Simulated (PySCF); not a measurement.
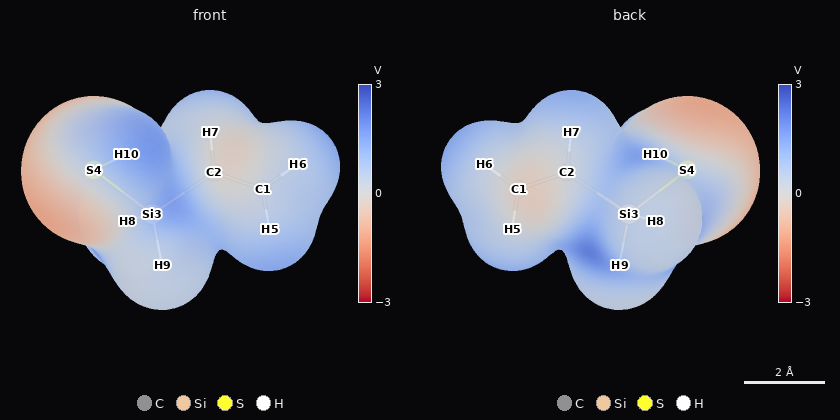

Figure. C$_{2}$H$_{6}$SSi. The electrostatic potential painted on the density surface at 0.004 e/bohr³, seen from the front and from behind; red is negative and blue positive.

Geometry: GFN2-xTB.

These are results of PBE0/pcSseg-1, SCF density, gas phase, non-relativistic in PySCF 2.14.0, not measurements.

```tsv
atom	x (Å)	y (Å)	z (Å)
C	1.6196	0.7188	0.2172
C	0.6549	0.1763	-0.5095
Si	-0.6919	-0.9447	0.1698
S	-2.5957	-0.1252	-0.4348
H	1.7012	0.5386	1.2770
H	2.3729	1.3648	-0.2077
H	0.6228	0.3971	-1.5709
H	-0.6892	-2.2642	-0.4450
H	-0.6624	-0.9955	1.6282
H	-2.3233	1.1387	-0.1468
```

### Where is the surface potential most negative and most positive?

The most negative region (about −1.1 V) lies over S4, the most positive (about +2.0 V) over Si3.

### How polar is the molecule by this calculation?

Its dipole moment is 2.30 D.
